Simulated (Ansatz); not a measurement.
# Na₆: single-point calculation

Na₆, computed with RKS PBE0/def2-TZVP (Ansatz 0.2.0).

The geometry comes from this level: B3LYP/def2-SVP.

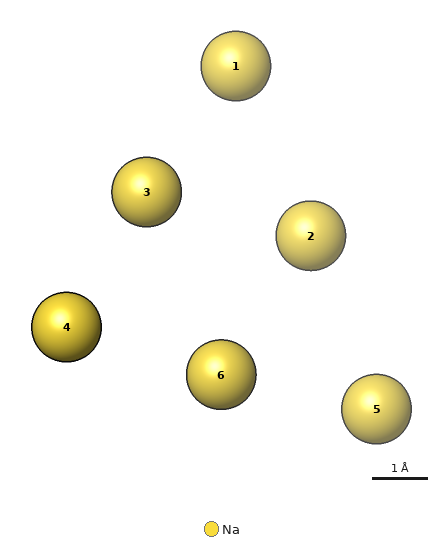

Fig. 1: The structure as given in the input (ball-and-stick view, seen at a tilt; atoms are numbered from 1 in the order of the input).

## Summary

- outcome: converged
- total energy: −26481.4335 eV
- SCF solution under orbital rotations: stable
- HOMO: −3.48 eV
- LUMO: −1.42 eV
- hardware: 4 threads of Arm Neoverse V2, 23 GiB of memory available, shared host
- wall time: 3.4 s (CPU time 13 s)
- peak memory: 0.64 GiB

## Input
```yaml
crystal:
  periodic: [false, false, false]
  atoms:
    - {symbol: Na, position_ang: [3.523956, -0.303106, 1.717364]}
    - {symbol: Na, position_ang: [1.561762, -0.970683, -0.985908]}
    - {symbol: Na, position_ang: [0.312800, 0.813006, 1.899348]}
    - {symbol: Na, position_ang: [-2.946578, 1.833470, 1.864042]}
    - {symbol: Na, position_ang: [-0.579298, -1.533651, -3.577857]}
    - {symbol: Na, position_ang: [-1.872652, 0.160963, -0.916981]}
basis:
  gaussian: {orbitals: def2-TZVP, initial_orbitals: start.molden}
hamiltonian: {xc: pbe0}
scf: {omitted_lower_state_checks: [starts]}
output: {orbitals: {seedname: orbitals}}
```

Launch command:
```bash
ansatz run in.yaml --threads 4 --pin off --events-out ev --progress --plain --max-ram 3916MiB
```

## What the program printed
```
Functional definition: PBE0
  name "PBE0"
  cite "Adamo & Barone, J. Chem. Phys. 110, 6158 (1999) doi:10.1063/1.478522"
  cite "Perdew, Burke & Ernzerhof, Phys. Rev. Lett. 77, 3865 (1996) doi:10.1103/PhysRevLett.77.3865"
  parent pbe
  parameter a = 0.25
  parameter kappa = 0.804
  parameter beta = 0.06672455060314922
  exchange = (1 - a)*pbe_x(kappa = kappa, mu = beta*pi^2/3) + a*exact_x
  correlation = pbe_c(beta = beta)
these checks for a lower state are left out or cut short: starts
1716 factors; their error is unknown
mean field evaluation 1: about -26480.0049 eV, gradient 8.6e1 eV
mean field evaluation 2: about -26481.2573 eV, gradient 1.7e0 eV
mean field evaluation 4: about -26481.4334 eV, gradient 1.1e-1 eV
mean field -26481.43345307 eV, -973.1747296400 hartree, gradient 3.3e-5 eV, S^2 0.000000; 0 other end points of the search recorded, 0 dependent functions left out
reference -26481.43350011 eV, -973.1747313688 hartree; 33, 33 occupied and 159, 159 virtual orbitals, 1716 factors
Total energy: -26481.43350011 eV, -973.1747313688 hartree
Checks for a lower state left out: starts
```

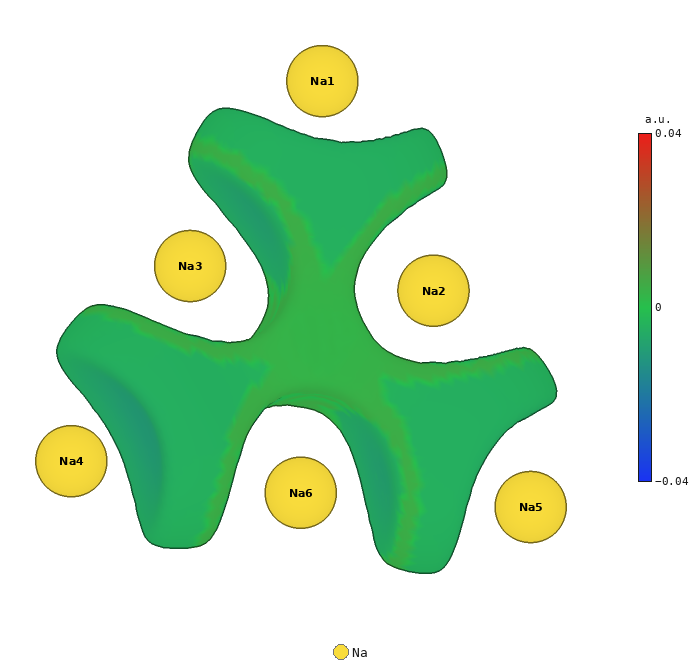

Fig. 2: Non-covalent interaction (NCI) plot: the surface where the reduced density gradient is 0.5, for densities under 0.05 a.u., coloured by sign(λ₂)ρ; seen at a tilt. Broad surface: weak, van der Waals-like contact (green).

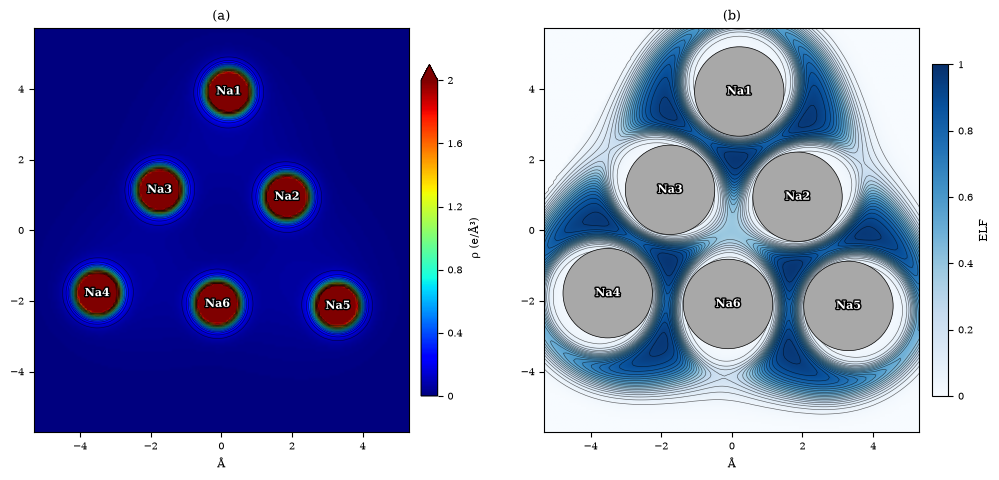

Fig. 3: (a) total electron density; (b) ELF on the molecular plane. Grey discs, where drawn, cover atomic cores. Na–Na (3.40 Å): ρ at the midpoint is about 0.05 e/Å³; the ELF peaks at about 0.85 between the atoms, which marks a shared electron pair.

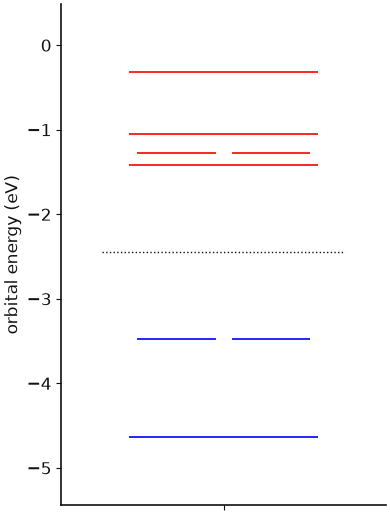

Fig. 4: Orbital energies near the frontier; the dotted line parts filled from empty levels, and levels within 0.02 eV of each other stand side by side. Highest filled −3.48 eV, lowest empty −1.42 eV, 2.06 eV apart.
